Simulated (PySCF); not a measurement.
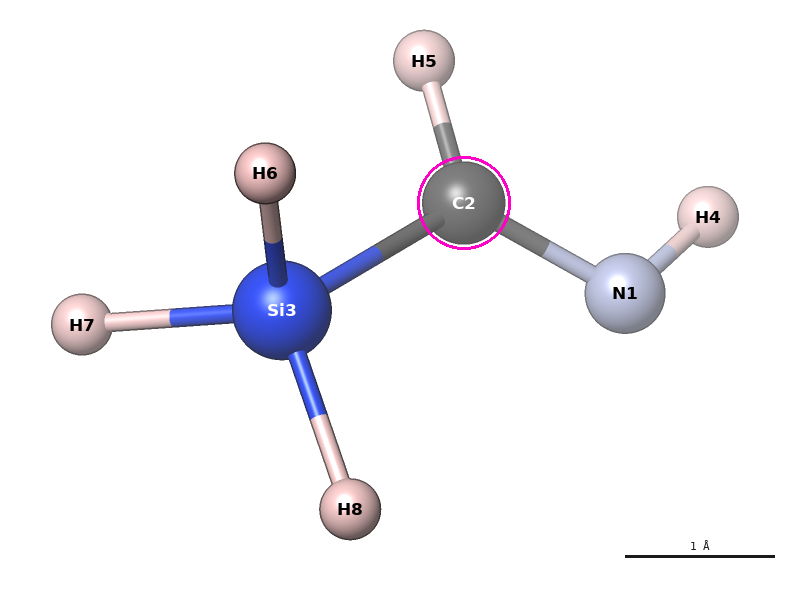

Orthographic view. Depth is shown by fading: the farther an atom, the more it takes the colour of the background. Computed geometry: PBE0-D3(BJ)/def2-SVP optimisation. No frequency run is at hand to confirm it as a minimum.

Q: Name the neighbours of the circled atom.

A: The circled atom is C2; it is bonded to N1, Si3, H5.

Q: Of C2 and Si3, which is nearer the viewer?

A: Si3; the bond to C2 points away from the viewer, so it looks shorter than its 1.90 Å.

Q: Which atom is nearest the viewer?

A: H6, 1.9 Å in front of the mean position.
